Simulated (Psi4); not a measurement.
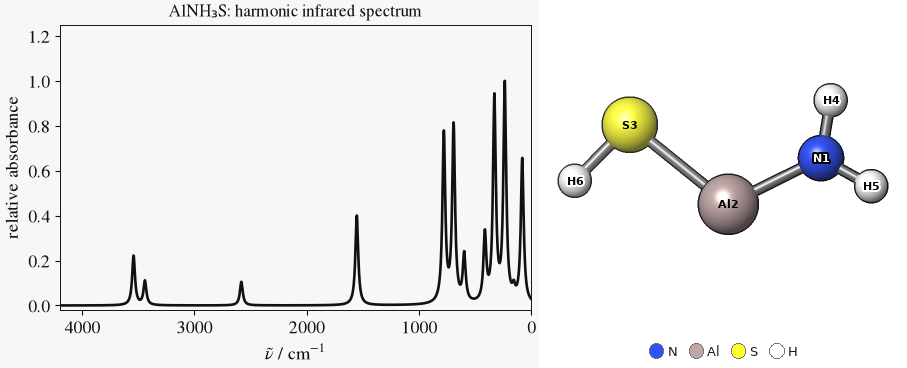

Infrared spectrum of AlNH₃S, SMILES [NH2][Al][SH], doublet. Unscaled harmonic wavenumbers and double-harmonic intensities, BLYP/6-31G(d) (dispersion D4) with Psi4 1.11, at a geometry relaxed at this level, isolated molecule. Lorentzian lines of 30 cm⁻¹ full width. Close modes add up in the curve.

Q: Which is the highest mode?

A: 3540.5 cm⁻¹ (17.6 km/mol).

Q: Which lines are the most intense?

A: 235.9 cm⁻¹ (77.2 km/mol), 328.3 cm⁻¹ (72.2 km/mol) and 691.7 cm⁻¹ (62.5 km/mol).

Q: List the modes.

A:
| cm⁻¹ | km/mol |
| --- | --- |
| 80.6 | 51.2 |
| 156.2 | 3.8 |
| 235.9 | 77.2 |
| 328.3 | 72.2 |
| 413.3 | 23.8 |
| 597.0 | 16.8 |
| 691.7 | 62.5 |
| 778.6 | 60.1 |
| 1553.3 | 31.9 |
| 2581.2 | 8.4 |
| 3439.5 | 8.5 |
| 3540.5 | 17.6 |

Known limits of this run: double-zeta basis.
